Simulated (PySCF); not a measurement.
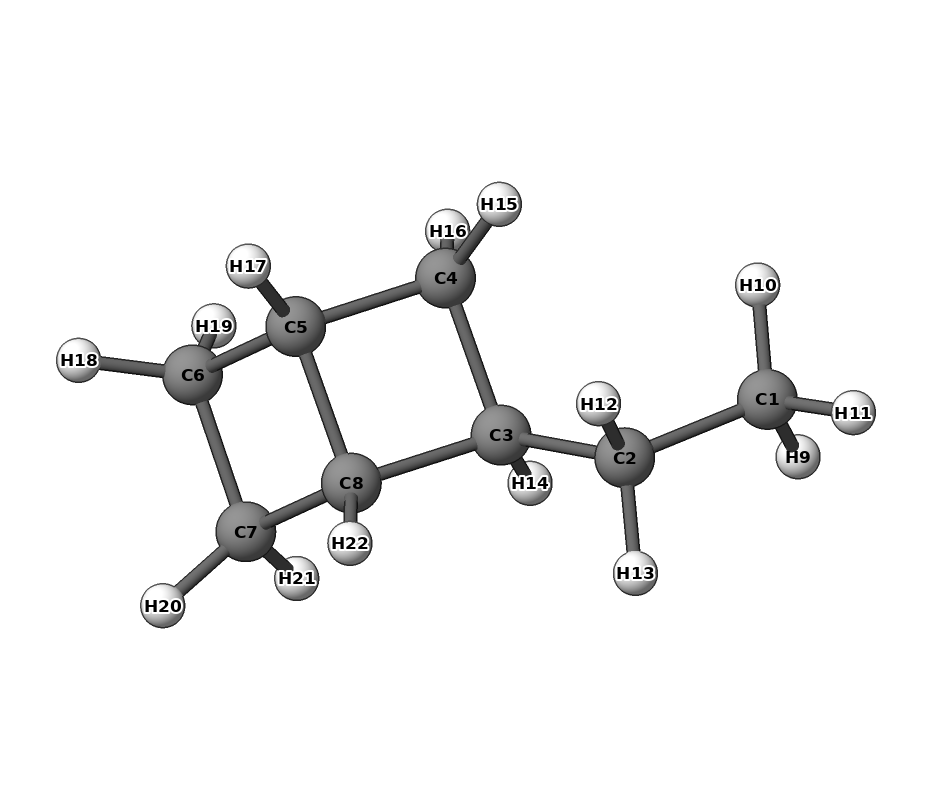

The questions are on Hirshfeld charges. Computed geometry: GFN2-xTB optimisation. No frequency run is at hand to confirm it as a minimum. Method: PBE0/pcSseg-1, gas phase (PySCF 2.14.0).

### Which atom carries the highest charge (most positive or least negative)?

H9, H10, H11, H13, H15, H18, H20 (0.04 e).

### And the lowest?

C1 (−0.12 e).

List the Hirshfeld charges.

```
atom  value (e)
  C1      −0.12
  C2      −0.07
  C3      −0.02
  C4      −0.08
  C5      −0.03
  C6      −0.07
  C7      −0.07
  C8      −0.03
  H9       0.04
 H10       0.04
 H11       0.04
 H12       0.03
 H13       0.04
 H14       0.03
 H15       0.04
 H16       0.03
 H17       0.03
 H18       0.04
 H19       0.03
 H20       0.04
 H21       0.03
 H22       0.03
```
